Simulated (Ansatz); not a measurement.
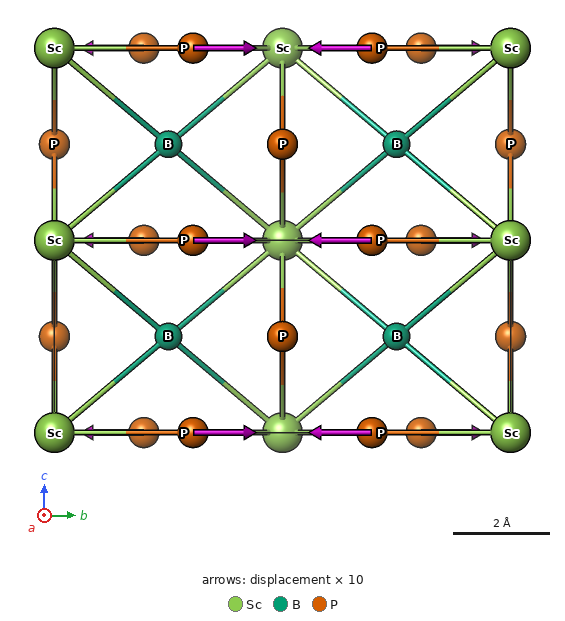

This is a relaxation of a crystal of ScB2P3 (a generated structure, set up in Cmmm) (coarse preliminary run). The starting structure is drawn; purple arrows show the displacements (the part carried along by the change of the cell is left out), 10 times their true length.

Style: ball-and-stick. Shown: the conventional cell (2 times the calculation's cell), repeated 1 × 1 × 2 with one cell outlined, along the a axis. Lengths and directions refer to the drawn axes.

Theory: DFT PBE, scalar-relativistic, plane waves, PAW in Ansatz.

Input
```yaml
crystal:
  lattice:
    - [1.9725099383, -4.8016636894, 0.0]
    - [1.9725099383, 4.8016636894, 0.0]
    - [0.0, 0.0, 4.0473199958]
  atoms:
    - { symbol: Sc, position: [0.0, 0.0, 0.0] }
    - { symbol: B, position: [0.5, 0.0, 0.5] }
    - { symbol: B, position: [0.0, 0.5, 0.5] }
    - { symbol: P, position: [0.6960868757, 0.3039131243, 0.0] }
    - { symbol: P, position: [0.3039131243, 0.6960868757, 0.0] }
    - { symbol: P, position: [0.5, 0.5, 0.5] }
basis:
  ecutwfc: 420
kpoints:
  mp_grid: { grid: [6, 6, 4] }
hamiltonian:
  xc: pbe
scf:
  occupations: { method: gaussian, width: 0.1 }
  lower_state_search: "off"
output:
  forces: true
  stress: true
  eigenvalues: true
relax:
  adjacent_minimum: "off"
  f_tol: 0.04
  max_steps: 70
  cell: { stress_tol: 0.4 }
```

Launched with:
```bash
ansatz run input.yaml --threads 1 --pin off --max-ram 2560MiB --backend cpu --events-out ev --progress --plain --runs-dir out
```

### Atoms of which element are displaced furthest, and by how much?

Phosphorus: up to 0.14 Å, against 0.00 Å for boron.

### Describe the change and its energy.

The energy falls by 365 meV per atom in 15 accepted moves (17 points after the start). Largest force component: 0.11 eV/Å at the start, 0.001 eV/Å at the end. Pressure: −0.26 GPa at the start and −0.11 GPa at the end. At 2 points the geometry stayed and the basis and grid were re-selected for the new cell (energy shift of 37.3 meV per atom at most each time). The largest moves relative to the cell, 0.14 Å, are those of P4 and P5. P5 goes along −b. B and Sc stay in place. Cell: a 3.945 → 3.191 Å (−19.1 %), b 9.603 → 13.904 Å (+44.8 %), c 4.047 → 4.075 Å (+0.7 %). Volume +17.9 %. Near-neighbour distances that change, for instance: Sc1–P4 2.919 → 4.362 Å, B2–P6 2.596 → 3.566 Å, Sc1–B2 3.291 → 4.107 Å, Sc1–Sc1 3.945 → 3.191 Å. Bond angles that change, for instance: P5–P4–P5 124.6° → 84.0°, Sc1–P4–P5 71.4° → 106.4°, Sc1–P4–Sc1 92.7° → 63.3°. The space group stays Cmmm (No. 65).

Limits of the set-up: the k-point mesh is coarse for a cell with partly filled bands.
